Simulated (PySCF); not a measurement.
Te(Et)(NH2), SMILES CC[Te]N at its PBE0/def2-SVP optimised geometry (Å):

```
11

Te    -0.4678    -1.9871     0.0000
C     -0.8565     0.1561     0.0000
C     -0.1561     0.9026    -1.1160
H     -0.5744     0.5397     0.9918
H     -1.9537     0.2290    -0.0793
H     -0.4906     0.5593    -2.1068
H      0.9353     0.7596    -1.0647
H     -0.3459     1.9871    -1.0478
N      1.5748    -1.9871     0.0000
H      1.9537    -1.5154     0.8187
H      1.9514    -1.5531    -0.8402
```

Method: PBE0/def2-TZVP, def2 effective core potentials past Kr (PySCF). The core electrons that the potentials of Te replace are not part of the density. Cells within 0.4 Å of a nucleus heavier than hydrogen are left out (blank, or x).

Map of the deformation density (molecule minus spherical neutral atoms) (e/bohr³) on the plane z = 0.0 Å:

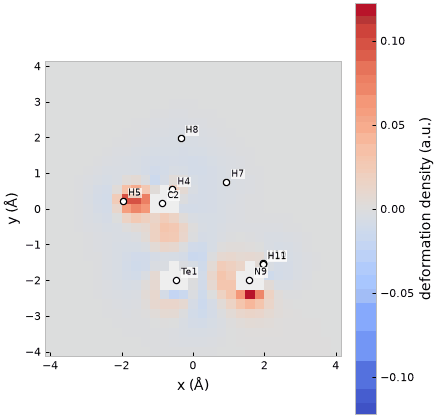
Fig. 1. Deformation density (molecule minus spherical neutral atoms) (e/bohr³) on the plane z = 0.0 Å.
